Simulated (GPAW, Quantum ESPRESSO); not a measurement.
# O K-edge XANES of NaMoO2 (R-3m)

What does one-electron theory with a core hole give for the O K edge of NaMoO2 (R-3m)?

Program: GPAW 26.7.0. Level of theory: X-ray absorption from dipole matrix elements to empty bands, plane-wave PAW LDA. Results are calculated unless marked as measured.

**1. Starting point**

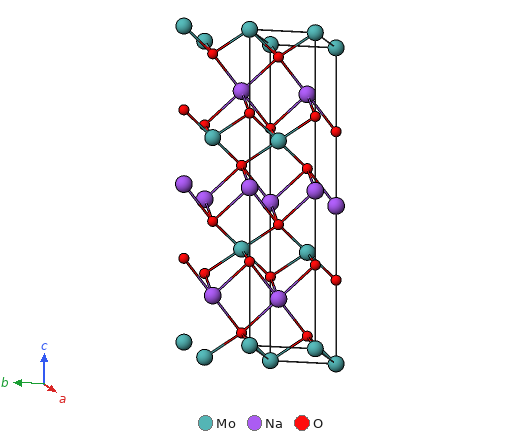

Start, viewed from a free direction; molybdenum teal, sodium purple, oxygen red. 1×2×1 cells are drawn. This picture shows the conventional cell, with its axes. Bonds to atoms that aren't drawn are left out. Some periodic images of atoms are drawn too.

**2. Ground state of the crystal**

A plain self-consistent run shows whether there is a gap, which decides the set-up of the core-hole run.

Contents of scf.py:

```python
import numpy as np
from ase import Atoms
from ase.parallel import parprint, paropen
from gpaw import GPAW, PW, FermiDirac, Mixer, MixerDif, setup_paths
from gpaw.test import gen
setup_paths.insert(0, '.')
gen('O', name='nch1s', xcname='LDA', corehole=(1, 0, 0), write_xml=True)
from gpaw.mpi import world
world.barrier()

atoms = Atoms('MoNaO2',
    cell=[[1.6167754, 0.93344571, 5.21931681],
     [-1.6167754, 0.93344571, 5.21931681],
     [0, -1.86689142, 5.21931681]],
    scaled_positions=[[0, 0, 0],
     [0.5, 0.5, 0.5],
     [0.73489605, 0.73489605, 0.73489605],
     [0.26510395, 0.26510395, 0.26510395]],
    pbc=True)
atoms.calc = calc = GPAW(legacy_gpaw=True, mode=PW(500, force_complex_dtype=True), xc='LDA', setups={2: 'nch1s'},
    kpts={'size': (9, 9, 9), 'gamma': True}, occupations=FermiDirac(0.05),
    charge=0, mixer=Mixer(0.1, 5, 50), maxiter=150,
    convergence={'density': 0.0001, 'eigenstates': 1e-6}, txt='scf.txt')
energy = atoms.get_potential_energy() + calc.get_reference_energy()
ef = calc.get_fermi_level()
out = dict(energy=energy, fermi=ef, forces=atoms.get_forces().tolist())
parprint(f'all-electron energy {energy:.4f} eV, Fermi level {ef:.4f} eV')
ev = np.array([[calc.get_eigenvalues(k, s) for k in range(len(calc.get_ibz_k_points()))] for s in range(calc.get_number_of_spins())])
out['homo'], out['lumo'], out['counts'] = ev[ev < ef].max(), ev[ev > ef].min(), sorted(set((ev < ef).sum((0, 2)).tolist()))
out['filled'] = (ev[:, 0] < ef).sum(1).tolist()
import json
with paropen('out.json', 'w') as f:
    json.dump(out, f)
```

On the command line:

```console
$ OMP_NUM_THREADS=1 mpirun -n 4 gpaw python scf.py
```

Numbers of over 12 decimals in the logs are rounded to 6 here.

Log:

```text
Input parameters:
  convergence: {density: 0.0001,
                eigenstates: 1e-06}
  kpts: {gamma: True,
         size: (9, 9, 9)}
  maxiter: 150
  mixer: {backend: pulay,
          beta: 0.1,
          method: separate,
          nmaxold: 5,
          weight: 50}
  mode: {ecut: 500.0,
         force_complex_dtype: True,
         name: pw}
  occupations: {fixmagmom: False,
                name: fermi-dirac,
                width: 0.05}
  setups: {2: nch1s}

Initialize ...

[... PAW data sets ...]

Reference energy: -118474.337719  # eV

Spin-paired calculation

[... convergence settings ...]
Symmetries present (total): 2
  [... symmetry matrices ...]

729 k-points: 9 x 9 x 9 Monkhorst-Pack grid
205 k-points in the irreducible part of the Brillouin zone
       k-points in crystal coordinates                weights
   0:     0.00000000    0.00000000    0.00000000          1/729
   1:     0.00000000    0.00000000    0.11111111          2/729
   2:     0.00000000    0.00000000    0.22222222          2/729
   3:     0.00000000    0.00000000    0.33333333          2/729
   4:     0.00000000    0.00000000    0.44444444          2/729
   5:     0.11111111   -0.11111111    0.00000000          2/729
   6:     0.11111111   -0.11111111    0.11111111          4/729
   7:     0.11111111   -0.11111111    0.22222222          4/729
   8:     0.11111111   -0.11111111    0.33333333          4/729
   9:     0.11111111   -0.11111111    0.44444444          4/729
          ...
 204:     0.44444444    0.44444444    0.44444444          2/729

Wave functions: Plane wave expansion
  Cutoff energy: 500.000 eV
  Number of coefficients (min, max): 1179, 1212
  Pulay-stress correction: 0.000000 eV/Ang^3 (de/decut=0.000000)
  Using FFTW library
  Wavefunction extrapolation:
    Improved wavefunction reuse through dual PAW basis

Occupation numbers: Fermi-Dirac:
  width: 0.0500  # eV

Eigensolver
   Davidson(niter=2)

Densities:
  Coarse grid: 30*30*30 grid
  Fine grid: 60*60*60 grid
  Total Charge: 0.000000

Density mixing:
  Method: separate
  Backend: pulay
  Linear mixing parameter: 0.1
  old densities: 5
  Width of damping distribution: 1.1
  Damping of long wavelength oscillations: 50

[... Hamiltonian set-up ...]
Number of atoms: 4
Number of atomic orbitals: 28
Number of bands in calculation: 24
Number of valence electrons: 33
Bands to converge: occupied

... initialized

Initializing position-dependent things.

Density initialized from atomic densities
Creating initial wave functions:
  24 bands from LCAO basis set

       O

       Na

       O

       Mo

Atomic positions and initial magnetic moments

Positions:
   0 Mo     0.000000    0.000000    0.000000    ( 0.0000,  0.0000,  0.0000)
   1 Na     0.000000    0.000000    7.828975    ( 0.0000,  0.0000,  0.0000)
   2 O     -0.000000    0.000000   11.506966    ( 0.0000,  0.0000,  0.0000)
   3 O     -0.000000    0.000000    4.150985    ( 0.0000,  0.0000,  0.0000)

Unit cell:
           periodic     x           y           z      points  spacing
  1. axis:    yes    1.616775    0.933446    5.219317    30     0.0919
  2. axis:    yes   -1.616775    0.933446    5.219317    30     0.0919
  3. axis:    yes    0.000000   -1.866891    5.219317    30     0.0919

  Lengths:   5.543154   5.543154   5.543154
  Angles:   33.916008  33.916008  33.916008

Effective grid spacing dv^(1/3) = 0.1205

iter:   1   -35.190901
iter:   2   -32.633831   -0.81  -1.08
iter:   3   -31.070243   -0.65  -1.21
iter:   4   -31.090622   -2.29  -1.50
iter:   5   -30.963030   -1.90  -1.54
iter:   6   -30.964386   -2.41  -2.34
iter:   7   -30.962395c  -2.57  -2.38
iter:   8   -30.952320c  -3.10  -2.43
iter:   9   -30.951547c  -4.73  -2.90
iter:  10   -30.951527c  -5.14  -3.30
iter:  11   -30.951516c  -6.85c -3.79
iter:  12   -30.951512c  -6.77c -3.81
iter:  13   -30.951513c  -7.20c -4.01c

Converged after 13 iterations.

Dipole moment: (-0.000000, -0.000000, 0.000000) |e|*Ang

Energy contributions relative to reference atoms: (reference = -118474.337719)

Kinetic:         -8.061177
Potential:       +1.722927
External:        +0.000000
XC:             -24.238599
Entropy (-ST):   -0.019739
Local:           -0.364794
SIC:             +0.000000
--------------------------
Free energy:    -30.961382
Extrapolated:   -30.951513

Showing only first 2 kpts
 Kpt  Band  Eigenvalues  Occupancy
  0    14      3.57111    2.00000
  0    15      6.81596    2.00000
  0    16      6.81679    2.00000
  0    17      8.09551    0.00246

  1    14      3.60097    2.00000
  1    15      6.89078    2.00000
  1    16      7.07297    2.00000
  1    17      8.18733    0.00039

Fermi level: 7.76052

No gap
No difference between direct/indirect transitions

Forces in eV/Ang:
  0 Mo    0.00000    0.00000   -0.00000
  1 Na    0.00000    0.00000    0.00000
  2 O     0.00000    0.00022    0.21473
  3 O     0.00000   -0.00022   -0.21473
Scalar-relativistic atomic LDA calculation for O (Oxygen, Z=8)
Core hole in 1s state (1s occupation: 2.0)
300 radial gridpoints.
|------------------------------------------------|
|------------------------------------------------|
[... the atom generator's iteration count ...]

Energy contributions:
-------------------------
Kinetic:      +74.266897
XC:            -7.772280
Potential:   -141.018865
-------------------------
Total:        -74.524248

state      eigenvalue         ekin         rmax
-----------------------------------------------
1s^2.0 :   -18.772897    28.821965        0.130
2s^2.0 :    -0.872866     3.204810        0.874
2p^4.0 :    -0.337925     2.553337        0.813
-----------------------------------------------
(units: Bohr and Hartree)

Generating PAW setup
Kinetic energy of the core from tauc = 57.689706
Cutoffs:
rc(s)=1.300
rc(p)=1.130
rc(d)=1.170
rc(vbar)=1.300
rc(comp)=1.260
rc(nct)=1.300

Kinetic energy of the core states: 57.643930
Charge: 0.0
Core electrons: 2.0
Valence electrons: 6.0
Pseudo-core charge: 0.000776
Shape function alpha=6.299
Pseudo-electron charge 5.666261
state    eigenvalue         norm
--------------------------------
2s(2) :    -0.872866     1.079797
*s    :     0.127134
2p(4) :    -0.337925     0.876472
*p    :     0.662075
*d    :     0.000000
--------------------------------

Diagonalizing with gridspacing h=0.050

state   all-electron     PAW
-------------------------------
2s:      -0.872866    -0.873954
2p:      -0.337925    -0.341740
*d:                    0.050276
*f:                    0.077289
-------------------------------
all-electron energy -118505.2892 eV, Fermi level 7.7605 eV
```

It took 72 s on 4 MPI ranks of Arm Neoverse V1, shared host; peak memory 0.26 GiB.

The mesh shows no gap, so the system is treated as a metal and the core electron is put at the Fermi level (neutral cell).

**3. Spectrum without a core hole, O atom 3**

Without a hole the spectrum is the empty density of states of the right symmetry on the absorber, weighted by matrix elements. It needs only the small cell and serves as the baseline. The data set with a hole of occupation 0 only carries the core orbital.

The absorber has 3 Mo at 2.15 Å and 3 Na at 2.42 Å (distorted octahedral, site symmetry 3m).

Contents of xas.py:

```python
import numpy as np
from ase import Atoms
from ase.parallel import parprint, paropen
from gpaw import GPAW, PW, FermiDirac, Mixer, MixerDif, setup_paths
from gpaw.test import gen
setup_paths.insert(0, '.')
gen('O', name='nch1s', xcname='LDA', corehole=(1, 0, 0), write_xml=True)
from gpaw.mpi import world
world.barrier()

atoms = Atoms('MoNaO2',
    cell=[[1.6167754, 0.93344571, 5.21931681],
     [-1.6167754, 0.93344571, 5.21931681],
     [0, -1.86689142, 5.21931681]],
    scaled_positions=[[0, 0, 0],
     [0.5, 0.5, 0.5],
     [0.73489605, 0.73489605, 0.73489605],
     [0.26510395, 0.26510395, 0.26510395]],
    pbc=True)
atoms.calc = calc = GPAW(legacy_gpaw=True, mode=PW(500, force_complex_dtype=True), xc='LDA', setups={2: 'nch1s'},
    kpts={'size': (12, 12, 12), 'gamma': True}, occupations=FermiDirac(0.1),
    charge=0, mixer=Mixer(0.1, 5, 50), maxiter=150,
    convergence={'density': 0.0001, 'eigenstates': 1e-6}, txt='scf.txt')
energy = atoms.get_potential_energy() + calc.get_reference_energy()
ef = calc.get_fermi_level()
out = dict(energy=energy, fermi=ef, forces=atoms.get_forces().tolist())
parprint(f'all-electron energy {energy:.4f} eV, Fermi level {ef:.4f} eV')
ev = np.array([[calc.get_eigenvalues(k, s) for k in range(len(calc.get_ibz_k_points()))] for s in range(calc.get_number_of_spins())])
out['homo'], out['lumo'], out['counts'] = ev[ev < ef].max(), ev[ev > ef].min(), sorted(set((ev < ef).sum((0, 2)).tolist()))
out['filled'] = (ev[:, 0] < ef).sum(1).tolist()

from ase.units import Ha
from gpaw.xas import dipole_matrix_elements
nb = int(calc.get_number_of_electrons() / 2) + 36
top = nb
nscf = calc.fixed_density(kpts={'size': (8, 8, 8), 'gamma': True},
    convergence={'eigenstates': 1.0}, txt='nscf.txt')
nscf.diagonalize_full_hamiltonian(nbands=nb)
cell = atoms.cell.array
ops = [cell.T @ U.T @ np.linalg.inv(cell.T) for U in nscf.wfs.kd.symmetry.op_scc]
E = np.arange(-25, 34, 0.1)
fwhm = np.interp(E, [4, 25], [0.9, 3.5])
Y, X, zero, highest = 0, 0, 1e9, 1e9
for spin in range(nscf.get_number_of_spins()):
    wfs = nscf.wfs
    A = dipole_matrix_elements(wfs.setups[2])
    eps = np.zeros((wfs.kd.nibzkpts, nb))
    d = np.zeros((3, A.shape[1], wfs.kd.nibzkpts, nb), complex)
    for kpt in wfs.kpt_u:
        if kpt.s == spin and 2 in kpt.P_ani:
            eps[kpt.k] = kpt.eps_n * Ha
            d[:, :, kpt.k] = (kpt.weight * wfs.nspins / 2) ** 0.5 * np.inner(A, kpt.P_ani[2])
    world.sum(eps)
    world.sum(d)
    T = np.einsum('amkn,bmkn->abkn', d, d.conj()).real
    T = sum(np.einsum('ai,ijkn,bj->abkn', R, T, R) for R in ops) / len(ops)
    empty = eps > ef
    zero, highest = min(zero, eps[empty].min()), min(highest, eps[:, top - 1].min())
    lines = [(eps, T, empty)] if spin == 0 else lines + [(eps, T, empty)]
for eps, T, empty in lines:
    f = np.einsum('aakn->akn', T).reshape(3, -1)
    x = eps.ravel() - zero
    w = np.interp(x, E, fwhm) / 2.35482
    g = np.exp(-0.5 * ((E[:, None] - x) / w) ** 2) / (w * (2 * np.pi) ** 0.5)
    Y = Y + (f * empty.ravel()) @ g.T
    X = X + (f * ~empty.ravel()) @ g.T
out.update(E=E.round(2).tolist(), xas=Y.tolist(), xes=X.tolist(), zero=zero, valid=highest - zero, nk=len(eps), nb=nb)
for i in range(0, len(E), 10):
    parprint(f'{E[i]:7.2f}', *(f'{v:10.3e}' for v in Y[:, i]))
import json
with paropen('out.json', 'w') as f:
    json.dump(out, f)
```

On the command line:

```console
$ OMP_NUM_THREADS=1 mpirun -n 4 gpaw python xas.py
```

Log:

```text
Input parameters:
  convergence: {density: 0.0001,
                eigenstates: 1e-06}
  kpts: {gamma: True,
         size: (12, 12, 12)}
  maxiter: 150
  mixer: {backend: pulay,
          beta: 0.1,
          method: separate,
          nmaxold: 5,
          weight: 50}
  mode: {ecut: 500.0,
         force_complex_dtype: True,
         name: pw}
  occupations: {fixmagmom: False,
                name: fermi-dirac,
[...]
*p    :     0.662075
*d    :     0.000000
--------------------------------

Diagonalizing with gridspacing h=0.050

state   all-electron     PAW
-------------------------------
2s:      -0.872866    -0.873954
2p:      -0.337925    -0.341740
*d:                    0.050276
*f:                    0.077289
-------------------------------
all-electron energy -118505.2854 eV, Fermi level 7.7296 eV
[...]
32.00  5.360e-05  5.360e-05  6.139e-05
  33.00  5.318e-05  5.318e-05  5.661e-05
[key lines of the parts left out:]
Converged after 13 iterations.
Dipole moment: (-0.000000, -0.000000, 0.000000) |e|*Ang
Free energy:    -30.996596
Fermi level: 7.72956
```

The job ended after 6.7 min (4 MPI ranks; peak memory 0.53 GiB).

The O K spectrum, O atom 3, no core hole (energy from the lowest empty level; intensity scaled to a mean of 1 over the first 20 eV; polarised curves are means over the symmetry-equivalent atoms):

| E (eV) | isotropic | ε ⊥ c | ε ∥ c |
| --- | --- | --- | --- |
| -2.0 | 0.00 | 0.00 | 0.00 |
| -0.5 | 0.29 | 0.28 | 0.32 |
| 1.0 | 0.38 | 0.32 | 0.49 |
| 2.5 | 2.21 | 2.33 | 1.96 |
| 4.0 | 0.65 | 0.67 | 0.60 |
| 5.5 | 1.27 | 1.11 | 1.59 |
| 7.0 | 1.38 | 1.57 | 1.01 |
| 8.5 | 1.23 | 1.28 | 1.11 |
| 10.0 | 0.79 | 0.90 | 0.57 |
| 11.5 | 0.96 | 1.08 | 0.71 |
| 13.0 | 0.71 | 0.66 | 0.80 |
| 14.5 | 0.97 | 0.79 | 1.33 |
| 16.0 | 0.83 | 0.67 | 1.14 |
| 17.5 | 0.62 | 0.48 | 0.90 |
| 19.0 | 0.56 | 0.45 | 0.78 |
| 20.5 | 0.51 | 0.48 | 0.59 |
| 22.0 | 0.57 | 0.56 | 0.59 |
| 23.5 | 0.56 | 0.61 | 0.46 |
| 25.0 | 0.63 | 0.76 | 0.38 |
| 26.5 | 0.84 | 1.03 | 0.47 |
| 28.0 | 0.97 | 1.15 | 0.62 |
| 29.5 | 0.85 | 0.92 | 0.71 |
| 31.0 | 0.67 | 0.65 | 0.71 |

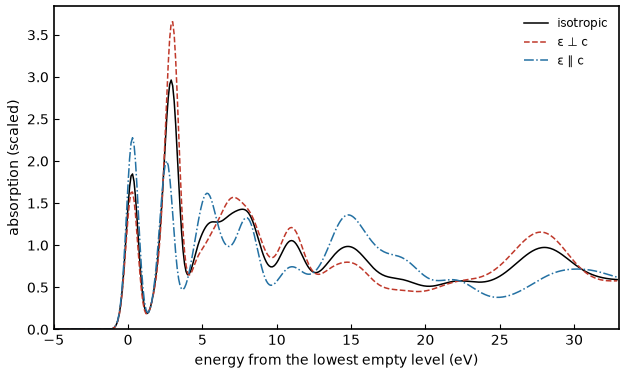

The O K edge, O atom 3, no core hole: main maxima at 0.3, 2.9 and 7.7 eV.

Main maxima below 24 eV (height): 0.3 eV (1.85), 2.9 eV (2.96), 7.7 eV (1.43), 11.0 eV (1.05) and 14.8 eV (0.99). A K edge sees empty p states; the first features are O p mixed into the empty d states of the Mo neighbours, and the broad ones above probably into the cations' higher empty bands.

The same matrix elements for filled bands give the O K emission of O atom 3 (ground-state approximation; energy from the lowest empty level, largest value 1):

| E (eV) | emission |
| --- | --- |
| -24.0 | 0.00 |
| -22.5 | 0.00 |
| -21.0 | 0.00 |
| -19.5 | 0.00 |
| -18.0 | 0.00 |
| -16.5 | 0.00 |
| -15.0 | 0.00 |
| -13.5 | 0.00 |
| -12.0 | 0.00 |
| -10.5 | 0.00 |
| -9.0 | 0.00 |
| -7.5 | 0.46 |
| -6.0 | 0.86 |
| -4.5 | 0.86 |
| -3.0 | 0.00 |
| -1.5 | 0.04 |
| 0.0 | 0.08 |
| 1.5 | 0.00 |
| 3.0 | 0.00 |

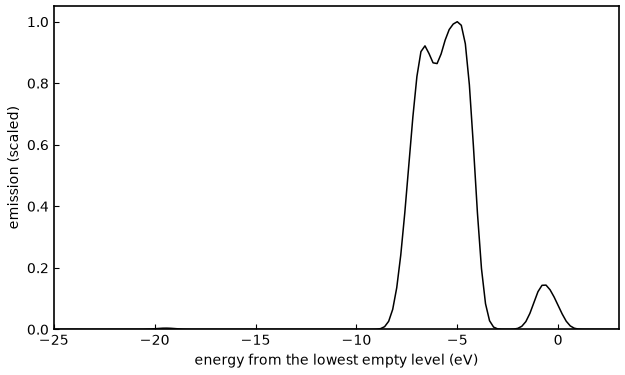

X-ray emission from the filled bands.

Emission maxima: -5.0 eV (1.00) and -0.6 eV (0.14).

**4. Reference energy of the supercell**

The photon energy needs a difference of total energies, so the cell and mesh of the coming hole run are first run without a hole.

Changes to scf.py since step 2:

```diff
@@ -10,13 +10,21 @@
 
-atoms = Atoms('MoNaO2',
+atoms = Atoms('Mo3Na3O6',
     cell=[[1.6167754, 0.93344571, 5.21931681],
-     [-1.6167754, 0.93344571, 5.21931681],
-     [0, -1.86689142, 5.21931681]],
+     [-4.85032619, -2.80033713, 0],
+     [4.85032619, -2.80033713, 0]],
     scaled_positions=[[0, 0, 0],
-     [0.5, 0.5, 0.5],
-     [0.73489605, 0.73489605, 0.73489605],
-     [0.26510395, 0.26510395, 0.26510395]],
+     [0, 0.66666667, 0.33333333],
+     [0, 0.33333333, 0.66666667],
+     [0.5, 0.5, 0],
+     [0.5, 0.16666667, 0.33333333],
+     [0.5, 0.83333333, 0.66666667],
+     [0.20468815, 0.73489605, 0],
+     [0.20468815, 0.40156272, 0.33333333],
+     [0.20468815, 0.06822938, 0.66666667],
+     [0.79531185, 0.26510395, 0],
+     [0.79531185, 0.93177062, 0.33333333],
+     [0.79531185, 0.59843728, 0.66666667]],
     pbc=True)
-atoms.calc = calc = GPAW(legacy_gpaw=True, mode=PW(500, force_complex_dtype=True), xc='LDA', setups={2: 'nch1s'},
-    kpts={'size': (9, 9, 9), 'gamma': True}, occupations=FermiDirac(0.05),
+atoms.calc = calc = GPAW(legacy_gpaw=True, mode=PW(500, force_complex_dtype=True), xc='LDA', setups={6: 'nch1s'},
+    kpts={'size': (4, 4, 4), 'gamma': True}, occupations=FermiDirac(0.1),
     charge=0, mixer=Mixer(0.1, 5, 50), maxiter=150,
```

On the command line:

```console
$ OMP_NUM_THREADS=1 mpirun -n 4 gpaw python scf.py
```

Log:

```text
Input parameters:
  convergence: {density: 0.0001,
                eigenstates: 1e-06}
  kpts: {gamma: True,
         size: (4, 4, 4)}
  maxiter: 150
  mixer: {backend: pulay,
          beta: 0.1,
          method: separate,
          nmaxold: 5,
          weight: 50}
  mode: {ecut: 500.0,
         force_complex_dtype: True,
         name: pw}
  occupations: {fixmagmom: False,
                name: fermi-dirac,
[...]
2s(2) :    -0.872866     1.079797
*s    :     0.127134
2p(4) :    -0.337925     0.876472
*p    :     0.662075
*d    :     0.000000
--------------------------------

Diagonalizing with gridspacing h=0.050

state   all-electron     PAW
-------------------------------
2s:      -0.872866    -0.873954
2p:      -0.337925    -0.341740
*d:                    0.050276
*f:                    0.077289
-------------------------------
all-electron energy -355515.8550 eV, Fermi level 7.7337 eV
[key lines of the parts left out:]
Converged after 16 iterations.
Dipole moment: (0.000001, -0.000000, 0.000000) |e|*Ang
Free energy:    -92.990492
Fermi level: 7.73365
```

Elapsed: 69 s, on 4 MPI ranks; peak memory 0.3 GiB; 4.6 min of CPU time.

Reference energy: -355515.855 eV with the cores included.

[end of part 1 of 2]

[Banner, clock and machine lines of the logs are left out without a mark of their own.]

[Logs are printed without paths, hosts, clocks, repeated set-up lines and the standing remarks that a program may print on its own settings, such as how far it seeks lower states.]

[Hosts, paths, dates, database ids (printed as entryN), source tags and the programs' standing remarks are cut or masked in the printed files.]

[Lists of maxima count a maximum above −3 eV only where it reaches 4 % of the highest in the window and stands out from its surroundings by 2 % of it (1.5 % where it reaches 55 %); shoulders and weaker maxima are passed over, and of the rest the first, up to two pre-edge ones and the few strongest are named.]
